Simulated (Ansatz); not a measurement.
A series of calculations on SiH3O and related structures

## 1. Relaxation

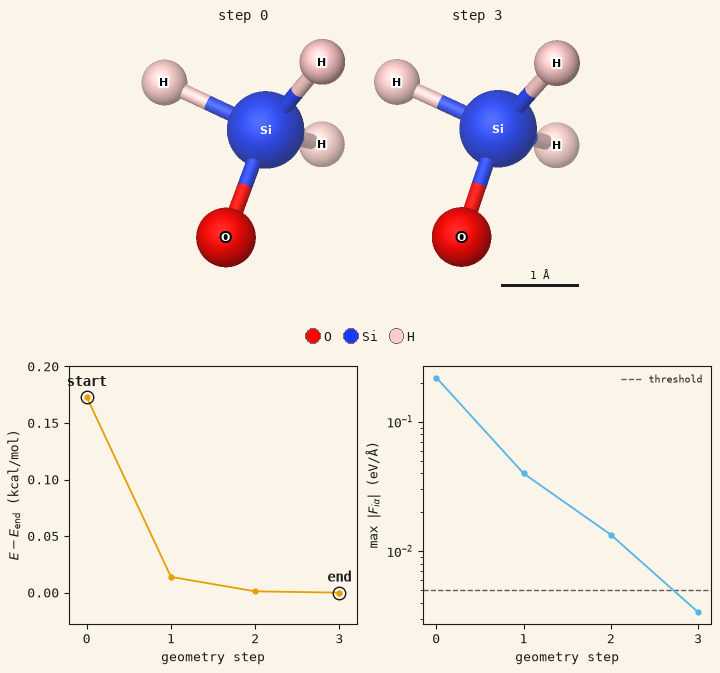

First and last geometry of a relaxation of SiH3O (multiplicity 2), with the history of the run. A ball-and-stick model, seen from a free direction.

It is one of the separated products of a reaction.

Method: UKS PBE0-D4/def2-TZVP in Ansatz. Set-up: force threshold 0.005 eV/Å; at most 200 steps.

Did the run converge, and what did it change?

It converged. The energy falls by 0.17 kcal/mol in 3 geometry steps. The largest force component goes from 0.22 to 0.0034 eV/Å. The atom that moves furthest after the best rigid fit is the Si atom (0.026 Å). By element the largest moves are Si 0.026 Å, O 0.022 Å, H 0.021 Å. Some distances before and after: H–Si 1.498 → 1.493 Å.

```csv
step,"E − E(0), kcal/mol","largest force component, eV/Å"
0,0.00,0.2200
1,-0.16,0.0399
2,-0.17,0.0134
3,-0.17,0.0034
```

## 2. Relaxation

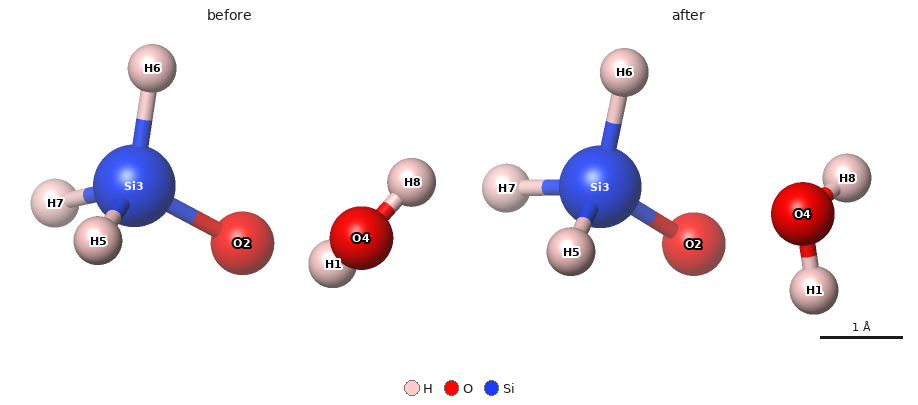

The structure of SiH5O2 (multiplicity 2) (started from a transition state, displaced along its imaginary mode) before (left) and after (right) a relaxation, at one scale.

A ball-and-stick model, seen at a tilt.

All numbers below come from UKS PBE0-D4/def2-TZVP in Ansatz. Settings: force threshold 0.005 eV/Å; at most 200 steps.

What changed between the two?

Answer. Over 17 accepted moves (20 points after the start) the energy falls by 46.6 kcal/mol. The largest force component goes from 18 to 0.0039 eV/Å. The line search rejected the trial steps at points 6, 10, 12 of the run. The forces were under the threshold at step 16, but the run went on from there. The atom that moves furthest after the best rigid fit is H1 (0.68 Å). Largest moves by element: H 0.68 Å, O 0.38 Å, Si 0.11 Å. Among the contacts that change: Si3–O4 3.018 → 2.741 Å, H1–O4 0.765 → 0.962 Å, O4–H8 0.970 → 0.962 Å, Si3–H7 1.492 → 1.498 Å. Bond angles that change, for instance: H1–O4–H8 110.1° → 104.6°, O2–Si3–H6 111.2° → 114.1°, H5–Si3–H7 111.0° → 108.7°. The run took roughly 4 core-minutes on a shared host.

## 3. Reaction

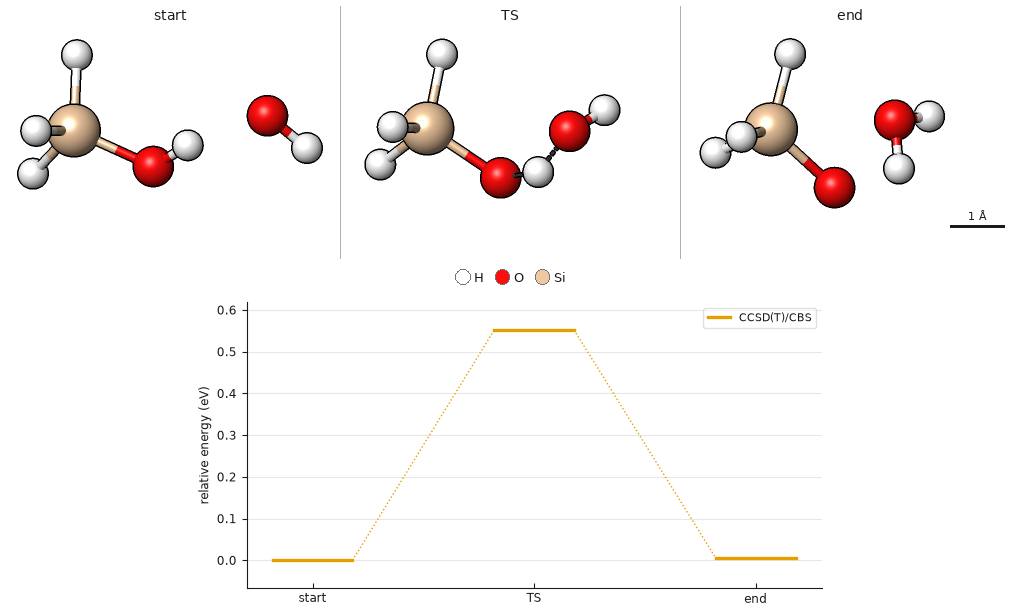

A reaction step of SiH5O2 (multiplicity 2), with its energy diagram. The picture is a ball-and-stick view, seen at a tilt. Dashed sticks mark bonds that form or break.

Stationary points at PBE0-D4/def2-TZVP, single-point energies with CCSD(T)/CBS (def2-TZVPP where no basis is named; Ansatz 0.2.0). The energies are electronic, without zero-point or thermal terms, and both ends are the minima reached downhill from the saddle, with any fragments still in contact. CCSD(T)/CBS stands for a frozen-core estimate: MP2 correlation extrapolated from def2-TZVPP and def2-QZVPP, CCSD(T) minus MP2 from the smaller set.

What happens, and what does it cost?

Answer. Counted by bonded pieces, the start holds OH + SiH₄O and the end holds H₂O + SiH₃O. From the start over the saddle to the end, a bond forms: H–O (1.93 → 1.18 → 0.96 Å). A bond breaks: H–O (0.97 → 1.14 → 2.47 Å). The saddle has one imaginary mode, 1474i cm⁻¹. With CCSD(T)/CBS the barrier is 0.55 eV from the start and 0.55 eV from the end, and the end lies 0.01 eV above the start.
